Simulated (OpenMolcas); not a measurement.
# AsH$_{3}$: energy and gradient calculation (part 1 of 3)

- system: AsH$_{3}$, SMILES [AsH3]
- method: SVWN5/cc-pVTZ, RKS (OpenMolcas 26.06)

The geometry comes from this level: PBE0-D4/def2-TZVP.

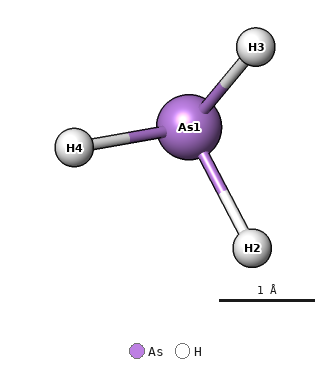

Fig. 1: The input geometry (ball-and-stick view, seen at a tilt; atoms are numbered from 1 in the order of the input). Bond lengths as drawn: As–H 1.52 Å.

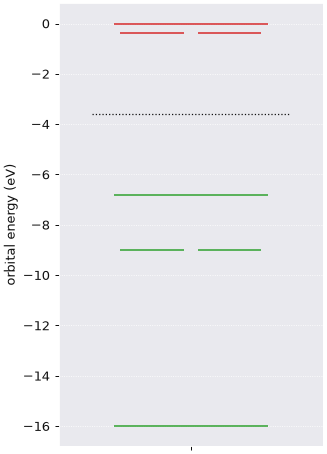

Fig. 2: Orbital energies near the frontier; the dotted line parts filled from empty levels, and levels within 0.02 eV of each other stand side by side. Highest filled −6.82 eV, lowest empty −0.39 eV, 6.43 eV apart.

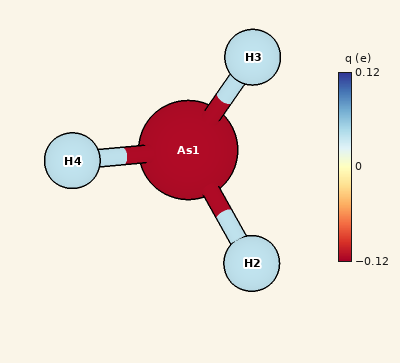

Fig. 3: Mulliken charges, as the colour of each atom (ball-and-stick view, seen at a tilt; atoms are numbered from 1 in the order of the input). By element: As −0.11 and H +0.04 e.

The input that produced these results follows, with the program's output.

Input
```
&GATEWAY
  BasLib=$CurrDir
  Coord
  4
  bohr
  As    -0.40780290     0.92143046    -0.65384524
  H      0.66121517     1.19109438     2.00197586
  H     -2.01822750    -1.33320178     0.11546227
  H      1.76481523    -0.77951203    -1.46359288
  Basis=cc-pVTZ
  Group=NoSym

&SEWARD
  GridInput
  Grid=UltraFine
  End of Grid

&SCF
  KSDFT=SVWN5
  Thresholds=1e-10 1e-07 1e-07 1e-05
  PrOrbitals=1

&ALASKA
```

Launched with:
```bash
export MOLCAS_MEM=1860
pymolcas test.input > test.log
```

What the program printed
```
--- Start Module: gateway ---

                                              &GATEWAY

                       available to each process: 1.9 GB of memory, 1 thread

 Basis Set     1 Label: AS.CC-PVTZ
 Basis set is read from library:.
 basistype.tbl is not found

 Basis Set     2 Label: H.CC-PVTZ
 Basis set is read from library:.
 basistype.tbl is not found

++    Symmetry information:
      ---------------------

                    Character Table for C1

                             E
                    a        1  x, y, xy, Rz, z, xz, Ry, yz, Rx, I
--

++    Basis set information:
      ----------------------

      Basis set label: AS.CC-PVTZ.........

      Electronic valence basis set:
      ------------------
      Associated Effective Charge  33.000000 au
      Associated Actual Charge     33.000000 au
      Nuclear Model: Point charge

      Shell  nPrim  nBasis  Cartesian Spherical Contaminant
         s      20       6        X
         p      13       5        X
         d       9       3                 X
         f       1       1                 X

      Basis set label: H.CC-PVTZ.........

      Electronic valence basis set:
      ------------------
      Associated Effective Charge   1.000000 au
      Associated Actual Charge      1.000000 au
      Nuclear Model: Point charge

      Shell  nPrim  nBasis  Cartesian Spherical Contaminant
         s       5       3        X
         p       2       2        X
         d       1       1                 X
--

++    Molecular structure info:
      -------------------------

                    ************************************************
                    **** Cartesian Coordinates / bohr, angstrom ****
                    ************************************************

     Center  Label                x              y              z                     x              y              z
        1      AS1             -0.407803       0.921430      -0.653845             -0.215800       0.487600      -0.346000
        2      H2               0.661215       1.191094       2.001976              0.349900       0.630300       1.059400
        3      H3              -2.018228      -1.333202       0.115462             -1.068000      -0.705500       0.061100
        4      H4               1.764815      -0.779512      -1.463593              0.933900      -0.412500      -0.774500

                    ***************************************
                    *    InterNuclear Distances / bohr    *
                    ***************************************

               1 AS1           2 H2            3 H3            4 H4
    1 AS1      0.000000
    2 H2       2.875570        0.000000
    3 H3       2.875529        4.136474        0.000000
    4 H4       2.875616        4.136592        4.136593        0.000000

                    *******************************************
                    *    InterNuclear Distances / angstrom    *
                    *******************************************

               1 AS1           2 H2            3 H3            4 H4
    1 AS1      0.000000
    2 H2       1.521686        0.000000
    3 H3       1.521665        2.188928        0.000000
    4 H4       1.521710        2.188990        2.188991        0.000000

                    **************************************
                    *    Valence Bond Angles / degree    *
                    **************************************
                          Atom centers                 Phi
                      2 H2       1 AS1      3 H3        91.99
                      2 H2       1 AS1      4 H4        91.99
                      3 H3       1 AS1      4 H4        91.99
--

            Nuclear Potential Energy             35.15317791 au

--- Stop Module: gateway /rc=_RC_ALL_IS_WELL_ ---

--- Start Module: seward ---

                                              &SEWARD

                       available to each process: 1.9 GB of memory, 1 thread

               SEWARD will generate:
                  Multipole Moment integrals up to order  2
                  Kinetic Energy integrals
                  Nuclear Attraction integrals (point charge)
                  One-Electron Hamiltonian integrals
                  Velocity integrals
                  Orbital angular momentum around ( -0.3867   0.8738  -0.6200 )
                  Velocity quadrupole around ( -0.3867   0.8738  -0.6200 )
                  Two-Electron Repulsion integrals

                   Integrals are discarded if absolute value <: 1.00E-14
                   Integral cutoff threshold is set to       <: 1.00E-16

            Nuclear Potential Energy             35.15317791 au

      Basis set specifications :
      Symmetry species         a
      Basis functions           85

--- Stop Module: seward /rc=_RC_ALL_IS_WELL_ ---
--- Module seward spent 2 seconds ---

--- Start Module: scf ---

                                                &SCF

                       available to each process: 1.9 GB of memory, 1 thread

 ###############################################################################
 ###     Minimized-density-differences option turned off!                    ###
 ###############################################################################
++    Input section:
      --------------

      Header of the integral files:

      Cartesian coordinates in angstrom:
      -----------------------------------------------------
      No.  Label        X            Y            Z
      -----------------------------------------------------
       1   AS1       -0.21580000   0.48760000  -0.34600000
       2   H2         0.34990000   0.63030000   1.05940000
       3   H3        -1.06800000  -0.70550000   0.06110000
       4   H4         0.93390000  -0.41250000  -0.77450000
      -----------------------------------------------------
      Nuclear repulsion energy =   35.15317791
--

++    Orbital specifications:
      -----------------------

      Symmetry species               1
                                     a
      Frozen orbitals                0
      Occupied orbitals             18
      Secondary orbitals            67
      Deleted orbitals               0
      Total number of orbitals      85
      Number of basis functions     85
--

      Molecular charge                           0.000

      Numerical integration parameters
      --------------------------------
      Radial quadrature type:                         MHL
      Size of radial grid:                            99
      Lebedev angular grid:                           41
      Angular grid pruned with the crowding factor:  1.00E+10
                                 and fading factor:  1.00E+01
      Screening threshold for integral computation:   1.00E-11
      Radial quadrature accuracy:                     1.00E-25
      Maximum batch size:                             128
      AO values are stored on disk
      The same grid will be used for all iterations.

      DFT functional specifications
      -----------------------------
      Using Libxc version: 6.2.2
      Please cite the following reference:
      S. Lehtola, C. Steigemann, M. J.T. Oliveira, and M. A.L. Marques.,  SoftwareX 7, 1–5 (2018) doi:10.1016/j.softx.2017.11.002

      * Slater exchange
        - P. A. M. Dirac.,  Math. Proc. Cambridge Philos. Soc. 26, 376 (1930) doi:10.1017/S0305004100016108
        - F. Bloch.,  Z. Phys. 57, 545 (1929) doi:10.1007/BF01340281
      * Vosko, Wilk & Nusair (VWN5)

++    Optimization specifications:
      ----------------------------

      SCF Algorithm: Conventional
      D(i)-D(i-1) density differences are used
      Number of density matrices in core                 5
      Maximum number of NDDO SCF iterations            400
      Maximum number of HF SCF iterations              400
      Threshold for SCF energy change             1.00E-10
      Threshold for density matrix                1.00E-07
      Threshold for Fock matrix                   1.00E-07
      Threshold for linear dependence             1.00E-09
      Threshold at which DIIS is turned on        1.50E-01
      Maximum depth in the DIIS procedure                5
      Maximum depth in the BFGS Hessian update          30
      Threshold at which QNR/C2DIIS is turned on  7.50E-02
      Threshold for Norm(delta) (QNR/C2DIIS)      1.00E-05
      All orbitals punched on: SCFORB
--

      Input vectors read from INPORB
      Orbital file label: *Guess orbitals

++ Convergence information
                                   SVWN5      iterations: Energy and convergence statistics

Iter     Tot. SVWN5      One-elec.       Two-elec.     Energy      Max Dij or  Max Fij      DNorm      TNorm      AccCon     Time
         Energy          Energy          Energy        Change      Delta Norm                                                in Sec.

 The total and one-electron energies are shifted by a value of      2000. a.u.

   1  -234.224198285 -1263.248273718   993.870897522   0.00E+00    4.30E-01*   7.73E-01*    8.74E+00   3.18E+02   None         1.
   2  -234.323362306 -1271.811552639  1002.335012421  -9.92E-02*   1.48E-01*   6.86E-02*    2.72E+00   3.20E+02   EDIIS        1.
   3  -234.363151030 -1261.025592305   991.509263362  -3.98E-02*   4.11E-02*   2.27E-02*    1.54E+00   3.18E+02   c2DIIS       1.
   4  -234.388828524 -1267.979363342   998.437356906  -2.57E-02*   6.75E-02*   1.40E-02*    3.33E-01   3.19E+02   QNRc2DIIS    1.
   5  -234.386803934 -1264.280736253   994.740754407   2.02E-03*   4.16E-02*   1.61E-02*    3.51E-01   3.19E+02   QNRc2DIIS    1.
   6  -234.391332034 -1266.466764660   996.922254713  -4.53E-03*   3.00E-03*   1.16E-03*    2.07E-01   3.19E+02   QNRc2DIIS    1.
   7  -234.391353257 -1266.431785174   996.887254005  -2.12E-05*   3.30E-04*   7.39E-05*    2.40E-02   3.19E+02   QNRc2DIIS    1.
   8  -234.391353355 -1266.439126684   996.894595417  -9.83E-08*   1.09E-04*   4.26E-05*    2.68E-03   3.19E+02   QNRc2DIIS    1.
   9  -234.391353372 -1266.434744723   996.890213439  -1.65E-08*   5.31E-05*   1.85E-05*    5.92E-04   3.19E+02   QNRc2DIIS    1.
  10  -234.391353377 -1266.435569379   996.891038089  -5.29E-09*   1.04E-06    3.13E-07*    3.23E-04   3.19E+02   QNRc2DIIS    1.
  11  -234.391353377 -1266.435564869   996.891033580   2.27E-12*   8.63E-08    2.71E-08     8.99E-06   3.19E+02   QNRc2DIIS    1.
  12  -234.391353377 -1266.435564878   996.891033589   2.27E-12*   2.63E-08    5.20E-09     6.12E-07   3.19E+02   QNRc2DIIS    1.
  13  -234.391353377 -1266.435564900   996.891033611  -5.00E-12    9.38E-09    3.16E-09     1.22E-07   3.19E+02   QNRc2DIIS    1.

       Convergence after  13 Iterations
--

 *****************************************************************************************************************************
 *                                             SCF/KS-DFT Program, Final results                                             *
 *                                                       Final Results                                                       *
 *****************************************************************************************************************************

::    Total KS-DFT energy                           -2234.3913533770
      One-electron energy                           -3266.4355649004
      Two-electron energy                             996.8910336113
      Nuclear repulsion energy                         35.1531779121
      Kinetic energy (interpolated)                  2233.0471626344
      Virial theorem                                    1.0006019536
      Total spin, S(S+1)                                0.0000000000
      Total spin, S                                     0.0000000000
      Max non-diagonal density matrix element           0.0000000115
      Max non-diagonal Fock matrix element              0.0000000018

      All orbitals with orbital energies smaller than  E(LUMO)+0.5 are printed

++    Molecular orbitals:
      -------------------

      Title: RKS-DFT orbitals

      Molecular orbitals for symmetry species 1: a

          Orbital            1         2         3         4         5         6         7         8         9        10
          Energy         -423.3606  -53.1232  -47.5637  -47.5637  -47.5622   -6.7014   -4.8234   -4.8234   -4.8190   -1.5182
          Occ. No.          2.0000    2.0000    2.0000    2.0000    2.0000    2.0000    2.0000    2.0000    2.0000    2.0000
```
